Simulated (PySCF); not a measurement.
**C6H10Si2 (SMILES [SiH3]c1ccc([SiH3])cc1): density, localisation and related maps**

```yaml
atoms:
  - { symbol: Si, position_ang: [-3.2787, -0.4884, -0.1042] }
  - { symbol: C, position_ang: [-1.4228, -0.2050, -0.0126] }
  - { symbol: C, position_ang: [-0.6250, -0.9132, 0.8957] }
  - { symbol: C, position_ang: [0.7545, -0.7130, 0.9492] }
  - { symbol: C, position_ang: [1.3846, 0.2024, 0.0958] }
  - { symbol: Si, position_ang: [3.2451, 0.4649, 0.1504] }
  - { symbol: C, position_ang: [0.5846, 0.9141, -0.8125] }
  - { symbol: C, position_ang: [-0.7914, 0.7145, -0.8657] }
  - { symbol: H, position_ang: [-3.6460, -1.2141, -1.3594] }
  - { symbol: H, position_ang: [-4.0069, 0.8171, -0.0996] }
  - { symbol: H, position_ang: [-3.7108, -1.3056, 1.0689] }
  - { symbol: H, position_ang: [-1.0844, -1.6330, 1.5791] }
  - { symbol: H, position_ang: [1.3463, -1.2806, 1.6731] }
  - { symbol: H, position_ang: [3.8102, -0.2562, 1.3298] }
  - { symbol: H, position_ang: [3.5650, 1.9214, 0.2568] }
  - { symbol: H, position_ang: [3.8930, -0.0566, -1.0926] }
  - { symbol: H, position_ang: [1.0404, 1.6418, -1.4909] }
  - { symbol: H, position_ang: [-1.3825, 1.2905, -1.5842] }
```

Geometry: PBE0-D3(BJ)/def2-SVP.

These are results of CAM-B3LYP/def2-SVPD, SCF density, gas phase (PySCF 2.14.0), not measurements.

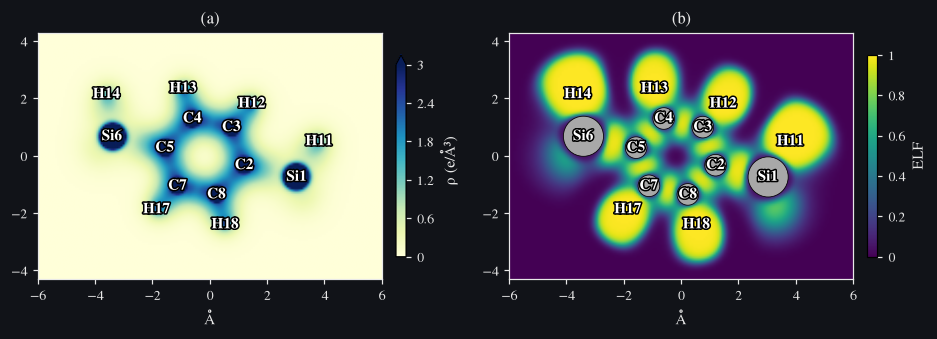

Figure 1. (a) electron density; (b) electron localisation function on the plane of atoms C4, C5 and Si6. Grey discs cover the atomic cores in the ELF map.

> What do the fields say about this system?

The section cuts through Si, C and H sites. C–C (1.39 Å): ρ at the midpoint is about 2.1 e/Å³; the ELF peaks at about 0.95 between the atoms, as expected for localised, covalent bonding. C–Si (1.88 Å): ρ is about 0.97 e/Å³ halfway; the ELF peaks at about 1 between the atoms (a covalent bond). C–H (1.09 Å): ρ is about 2 e/Å³ halfway; the ELF climbs to about 1 towards the hydrogen, as it does in any bond to H; a covalent bond by its length. Si–H (1.49 Å): the density is about 0.76 e/Å³ at the midpoint; the ELF climbs to about 1 towards the hydrogen.

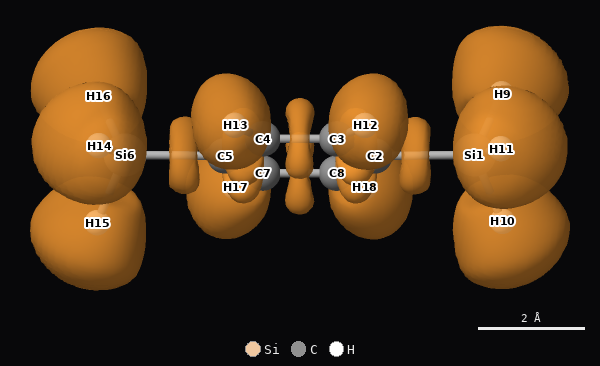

Figure 2. Isosurface of the electron localisation function at 0.8 (orange), seen from one side. Core shells and regions of very low density are left out.

> Where are the electrons localised?

The surface consists of six regions between bonded C–C atoms (shared pairs), two regions between bonded C–Si atoms (shared pairs) and ten regions around hydrogen nuclei.

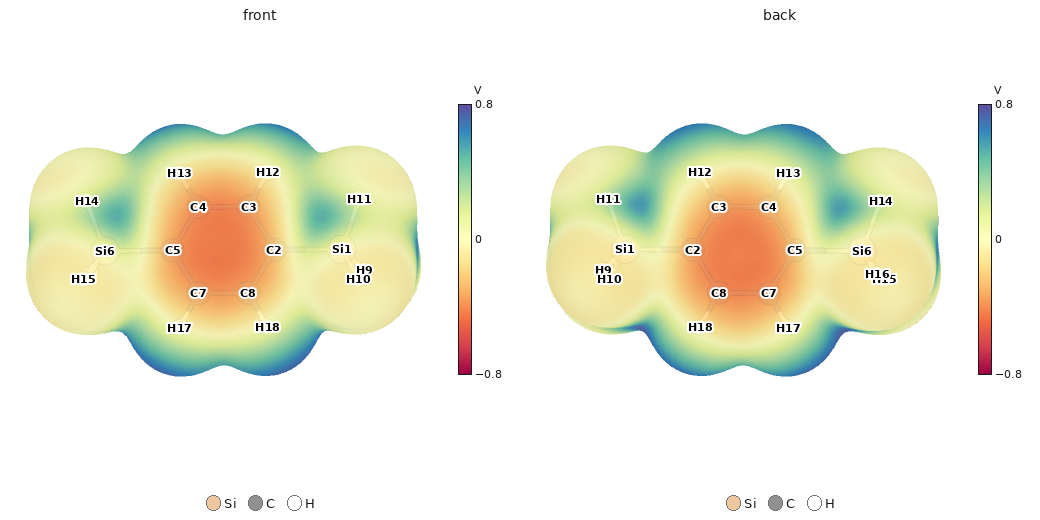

Figure 3. The molecular electrostatic potential painted on the density surface at 0.001 e/bohr³, seen from the front and from behind; the colour scale runs from red (negative) to blue (positive).

> Describe the electrostatic potential map.

The most negative region (about −0.4 V, or −9 kcal/mol for a unit charge) lies over the π face of the C atoms, the most positive (about +0.7 V, or +16 kcal/mol for a unit charge) over Si1, Si6, H17 and H18.

> What dipole moment does the calculation give?

Its dipole moment is zero.
